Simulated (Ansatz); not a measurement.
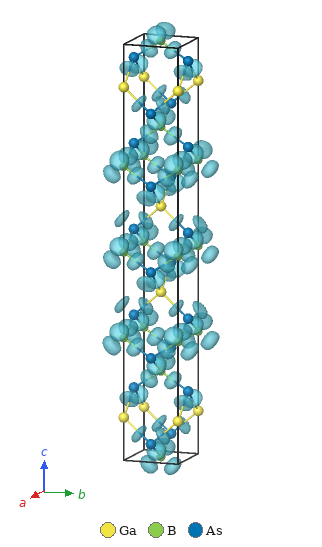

The picture shows: Ga₂B₃As₅. Isosurface of the electron localisation function at 0.7 (cyan), seen slightly off an axis. Core shells and regions of very low density are left out. Sticks mark near contacts.

Space group I-4m2; a structure generated by program, which may or may not match a known phase.

Method: DFT PBE, scalar-relativistic, plane waves, PAW in Ansatz 0.2.0.

In a PAW calculation such maps are meaningful between the atoms, not at the nuclei.

The calculation's input:

```
crystal:
  lattice:
    - [-1.8134200106, 1.8134200106, 13.2581856372]
    - [1.8134200106, -1.8134200106, 13.2581856372]
    - [1.8134200106, 1.8134200106, -13.2581856372]
  atoms:
    - { symbol: Ga, position: [0.896908165, 0.896908165, 0.0] }
    - { symbol: Ga, position: [0.103091835, 0.103091835, 0.0] }
    - { symbol: B, position: [0.5, 0.5, 0.0] }
    - { symbol: B, position: [0.7060472564, 0.7060472564, 0.0] }
    - { symbol: B, position: [0.2939527436, 0.2939527436, 0.0] }
    - { symbol: As, position: [0.5435841413, 0.0435841413, 0.5] }
    - { symbol: As, position: [0.1625908152, 0.6625908152, 0.5] }
    - { symbol: As, position: [0.75, 0.25, 0.5] }
    - { symbol: As, position: [0.3374091848, 0.8374091848, 0.5] }
    - { symbol: As, position: [0.9564158587, 0.4564158587, 0.5] }
basis:
  ecutwfc: 420
kpoints:
  mp_grid: { grid: [14, 14, 14] }
hamiltonian:
  xc: pbe
scf:
  occupations: { method: gaussian, width: 0.02 }
output:
  forces: true
  stress: true
  eigenvalues: true
  write_density: true
  write_potential: true
  elf: true
  volumetric_format: npy
relax:
  adjacent_minimum: "off"
  f_tol: 0.01
  max_steps: 80
  cell: { stress_tol: 0.05 }
```

Command:

```sh
ansatz run input.yaml --threads 4 --pin off --max-ram 8192MiB --backend cpu --events-out ev --progress --plain --runs-dir out
```

Below, planes, directions and counts refer to the conventional cell (a = 3.62 Å, b = 3.62 Å, c = 26.56 Å, α = 90.00°, β = 90.00°, γ = 90.00°).

The fields are those of the run's last geometry, not of the input's.

Where are the electrons localised?

Answer. The surface consists of 24 regions between bonded As–B atoms (shared pairs) and 16 regions between bonded As–Ga atoms (shared pairs), counted in one cell of 20 atoms. Any copies at cell faces, edges or corners count once.

Values along the shortest contacts:
B–As (2.15 Å): the ELF peaks at about 0.90 between the atoms (a shared electron pair). Ga–As (2.40 Å): the ELF peaks at about 0.80 between the atoms: a covalent bond.
